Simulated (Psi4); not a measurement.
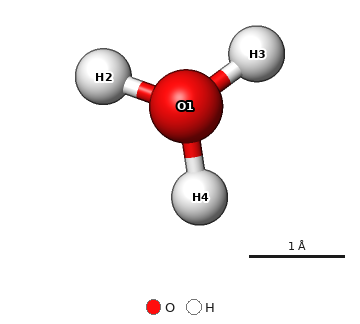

*The input geometry (ball-and-stick view, seen on its broad side; atoms are numbered from 1 in the order of the input).*

**Single-point calculation of H$_{3}$O (charge +1) (part 1 of 2)**

H$_{3}$O, charge +1, multiplicity 3, SMILES [OH3+], computed with CCSD/aug-cc-pVTZ, UHF (Psi4 1.11).

The geometry is that of the parent species in another charge or spin state. The geometry comes from this level: PBE0-D4/def2-TZVP.

### Input (job.py)
```python
import psi4

psi4.set_memory('2200 MB')
psi4.set_num_threads(1)
psi4.core.set_output_file('output.dat', False)

mol = psi4.geometry("""
1 3
O      0.34387346    -0.10714747    -0.09970195
H      0.41396340     1.73560006     0.02861045
H     -0.77269012    -0.69596723    -1.45013803
H      0.01485325    -0.93248536     1.52126732
units bohr
symmetry c1
no_reorient
no_com
""")

options = {'reference': 'uhf', 'puream': True, 'e_convergence': 1e-09, 'd_convergence': 1e-08, 'scf_type': 'pk', 'num_frozen_docc': 1, 'maxiter': 100}
psi4.set_options(options)

e = psi4.energy("ccsd/aug-cc-pVTZ", molecule=mol)
print('E =', round(e, 9))
```

Command:
```bash
python job.py
```

### Output
```
=> Loading Basis Set <=

    Name: AUG-CC-PVTZ
    Role: ORBITAL
    Keyword: BASIS

         ---------------------------------------------------------
                                   SCF
                              UHF Reference
                        1 Threads,   2098 MiB Core
         ---------------------------------------------------------

  ==> Geometry <==

    Molecular point group: c1
    Full point group: C1

    Geometry (in Bohr), charge = 1, multiplicity = 3:

       Center              X                  Y                   Z               Mass
    ------------   -----------------  -----------------  -----------------  -----------------
         O            0.343873460000    -0.107147470000    -0.099701950000    15.994914619570
         H            0.413963400000     1.735600060000     0.028610450000     1.007825032230
         H           -0.772690120000    -0.695967230000    -1.450138030000     1.007825032230
         H            0.014853250000    -0.932485360000     1.521267320000     1.007825032230

  Running in c1 symmetry.

  Rotational constants: A =      8.51400  B =      8.51259  C =      6.28347 [cm^-1]
  Rotational constants: A = 255243.18978  B = 255201.16937  C = 188373.68272 [MHz]
  Nuclear repulsion =   13.956307389084099

  Charge       = 1
  Multiplicity = 3
  Electrons    = 10
  Nalpha       = 6
  Nbeta        = 4

  ==> Algorithm <==

  SCF Algorithm Type is PK.
  DIIS enabled.
  MOM disabled.
  Fractional occupation disabled.
  Guess Type is SAD.
  Energy threshold   = 1.00e-09
  Density threshold  = 1.00e-08
  Integral threshold = 1.00e-12

  ==> Primary Basis <==

  Basis Set: AUG-CC-PVTZ
    Blend: AUG-CC-PVTZ
    Number of shells: 41
    Number of basis functions: 115
    Number of Cartesian functions: 130
    Spherical Harmonics?: true
    Max angular momentum: 3

  ==> Integral Setup <==

  Using in-core PK algorithm.
   Calculation information:
      Number of atoms:                   4
      Number of AO shells:              41
      Number of primitives:             63
      Number of atomic orbitals:       130
      Number of basis functions:       115

      Integral cutoff                 1.00e-12
      Number of threads:                 1

  Performing in-core PK
  Using 44495570 doubles for integral storage.
  We computed 371091 shell quartets total.
  Whereas there are 371091 unique shell quartets.

  ==> DiskJK: Disk-Based J/K Matrices <==

    J tasked:                  Yes
    K tasked:                  Yes
    wK tasked:                  No
    Memory [MiB]:             1573
    Schwarz Cutoff:          1E-12

  Minimum eigenvalue in the overlap matrix is 2.4910864081E-04.
  Reciprocal condition number of the overlap matrix is 2.8880781554E-05.
    Using symmetric orthogonalization.

  ==> Pre-Iterations <==

  SCF Guess: Superposition of Atomic Densities via on-the-fly atomic UHF (no occupation information).

   -------------------------
    Irrep   Nso     Nmo
   -------------------------
     A        115     115
   -------------------------
    Total     115     115
   -------------------------

  ==> Iterations <==

                        Total Energy        Delta E     RMS |[F,P]|

   @UHF iter SAD:   -76.29739393805187   -7.62974e+01   0.00000e+00
   @UHF iter   1:   -75.88133438992720    4.16060e-01   3.03604e-03 ADIIS/DIIS
   @UHF iter   2:   -75.95385604462770   -7.25217e-02   1.31682e-03 ADIIS/DIIS
   @UHF iter   3:   -75.96196985213211   -8.11381e-03   3.02669e-04 ADIIS/DIIS
   @UHF iter   4:   -75.96307568713918   -1.10584e-03   8.47358e-05 DIIS
   @UHF iter   5:   -75.96322071391266   -1.45027e-04   2.39030e-05 DIIS
   @UHF iter   6:   -75.96323379502695   -1.30811e-05   7.84230e-06 DIIS
   @UHF iter   7:   -75.96323520666350   -1.41164e-06   2.82762e-06 DIIS
   @UHF iter   8:   -75.96323538901277   -1.82349e-07   7.93415e-07 DIIS
   @UHF iter   9:   -75.96323540146355   -1.24508e-08   1.87139e-07 DIIS
   @UHF iter  10:   -75.96323540203861   -5.75056e-10   4.24972e-08 DIIS
   @UHF iter  11:   -75.96323540207253   -3.39213e-11   1.13766e-08 DIIS
   @UHF iter  12:   -75.96323540207725   -4.71800e-12   3.01221e-09 DIIS
  Energy and wave function converged.

  ==> Post-Iterations <==

   @Spin Contamination Metric:   4.397338460E-03
   @S^2 Expected:                2.000000000E+00
   @S^2 Observed:                2.004397338E+00
   @S   Expected:                1.000000000E+00
   @S   Observed:                1.000000000E+00

    Orbital Energies [Eh]
    ---------------------

    Alpha Occupied:

       1A    -21.257042     2A     -2.063419     3A     -1.327716
       4A     -1.327692     5A     -1.286236     6A     -0.476380

    Alpha Virtual:

       7A     -0.160817     8A     -0.160808     9A     -0.106826
      10A     -0.071614    11A     -0.057705    12A     -0.057694
      13A     -0.022048    14A     -0.022046    15A      0.008823
      16A      0.008830    17A      0.009001    18A      0.106360
      19A      0.152168    20A      0.160661    21A      0.162846
      22A      0.162855    23A      0.175031    24A      0.175043
      25A      0.272997    26A      0.273001    27A      0.353621
      28A      0.360401    29A      0.360416    30A      0.429588
      31A      0.512314    32A      0.512316    33A      0.526913
      34A      0.594222    35A      0.630722    36A      0.646768
      37A      0.646787    38A      0.714185    39A      0.714221
      40A      0.714222    41A      0.760590    42A      0.760599
      43A      0.812525    44A      0.869293    45A      0.875967
      46A      0.875975    47A      0.931392    48A      0.931407
      49A      0.946041    50A      0.946062    51A      1.231206
      52A      1.231230    53A      1.273421    54A      1.362552
      55A      1.431337    56A      1.431430    57A      1.435946
      58A      1.627057    59A      1.641405    60A      1.641438
      61A      1.871349    62A      1.919579    63A      1.919584
      64A      2.011813    65A      2.093024    66A      2.093065
      67A      2.272015    68A      2.283006    69A      2.283044
      70A      2.408830    71A      2.408843    72A      2.540981
      73A      3.377633    74A      3.377645    75A      3.402829
      76A      3.617324    77A      3.617341    78A      3.659947
      79A      3.947226    80A      3.947273    81A      3.948329
      82A      3.998717    83A      3.998757    84A      4.157673
      85A      4.174807    86A      4.174846    87A      4.256326
      88A      4.277548    89A      4.277690    90A      4.291008
      91A      4.649721    92A      4.649741    93A      4.742174
      94A      4.742334    95A      4.779670    96A      4.798637
      97A      4.966102    98A      5.242940    99A      5.493014
     100A      5.493174   101A      6.010513   102A      6.010666
     103A      6.420320   104A      6.723523   105A      6.723552
     106A      6.786216   107A      6.786303   108A      6.999809
     109A      7.112950   110A      7.200941   111A      7.480954
     112A      7.480992   113A      8.228082   114A      8.228257
     115A     16.694280

    Beta Occupied:

       1A    -21.196713     2A     -1.872450     3A     -1.276472
       4A     -1.276447

    Beta Virtual:

       5A     -0.439626     6A     -0.182061     7A     -0.110635
       8A     -0.110634     9A     -0.063541    10A     -0.045190
      11A     -0.026960    12A     -0.026946    13A     -0.007849
      14A     -0.007848    15A      0.027966    16A      0.027971
      17A      0.030673    18A      0.159561    19A      0.160882
      20A      0.175778    21A      0.175781    22A      0.189194
      23A      0.194425    24A      0.194436    25A      0.285184
      26A      0.285191    27A      0.385056    28A      0.385913
      29A      0.385928    30A      0.457257    31A      0.530811
      32A      0.530813    33A      0.558176    34A      0.646756
      35A      0.650852    36A      0.666688    37A      0.666705
      38A      0.728536    39A      0.728539    40A      0.742847
      41A      0.775499    42A      0.775509    43A      0.823284
      44A      0.890950    45A      0.890955    46A      0.905454
      47A      0.942488    48A      0.942500    49A      0.958029
      50A      0.958049    51A      1.251886    52A      1.251909
      53A      1.315296    54A      1.372918    55A      1.448528
      56A      1.448623    57A      1.470341    58A      1.664454
      59A      1.665087    60A      1.665122    61A      1.900773
      62A      1.949178    63A      1.949180    64A      2.062375
      65A      2.127585    66A      2.127634    67A      2.300262
      68A      2.300300    69A      2.324832    70A      2.439393
      71A      2.439406    72A      2.547491    73A      3.393539
      74A      3.393550    75A      3.442210    76A      3.627269
      77A      3.627285    78A      3.669630    79A      3.957734
      80A      3.957783    81A      4.009645    82A      4.009684
      83A      4.021632    84A      4.169971    85A      4.186924
      86A      4.186964    87A      4.267667    88A      4.292172
      89A      4.292315    90A      4.305130    91A      4.669510
      92A      4.669537    93A      4.766135    94A      4.766296
      95A      4.784457    96A      4.860910    97A      4.978889
      98A      5.312276    99A      5.511387   100A      5.511552
     101A      6.050792   102A      6.050938   103A      6.476990
     104A      6.775971   105A      6.776002   106A      6.866021
     107A      6.866096   108A      7.049627   109A      7.125240
     110A      7.262952   111A      7.505229   112A      7.505268
     113A      8.255260   114A      8.255432   115A     16.742910

    Final Occupation by Irrep:
              A
    DOCC [     4 ]
    SOCC [     2 ]
    NA   [     6 ]
    NB   [     4 ]

  @UHF Final Energy:   -75.96323540207725

   => Energetics <=

    Nuclear Repulsion Energy =             13.9563073890840990
    One-Electron Energy =                -126.4785162070185152
    Two-Electron Energy =                  36.5589734158571673
    Total Energy =                        -75.9632354020772453

  UHF NO Occupations:
  HONO-2 :    4  A 1.9981301
  HONO-1 :    5  A 1.0000000
  HONO-0 :    6  A 1.0000000
  LUNO+0 :    7  A 0.0018699
  LUNO+1 :    8  A 0.0001649
  LUNO+2 :    9  A 0.0001649
  LUNO+3 :   10  A 0.0000008

Computation Completed

Properties will be evaluated at   0.000000,   0.000000,   0.000000 [a0]

Properties computed using the SCF density matrix

 Multipole Moments:

 ------------------------------------------------------------------------------------
     Multipole            Electronic (a.u.)      Nuclear  (a.u.)        Total (a.u.)
 ------------------------------------------------------------------------------------

 L = 1.  Multiply by 2.5417464519 to convert [e a0] to [Debye]
 Dipole X            :         -2.1366261            2.4071142            0.2704881
 Dipole Y            :          0.6657051           -0.7500323           -0.0843271
 Dipole Z            :          0.6195461           -0.6978759           -0.0783298
 Magnitude           :                                                    0.2939565

 ------------------------------------------------------------------------------------

	total time  =          4 seconds =       0.07 minutes
 MINTS: Wrapper to libmints.

   Calculation information:
      Number of threads:                 1
      Number of atoms:                   4
      Number of AO shells:              41
      Number of SO shells:              41
      Number of primitives:             63
      Number of atomic orbitals:       130
      Number of basis functions:       115
```
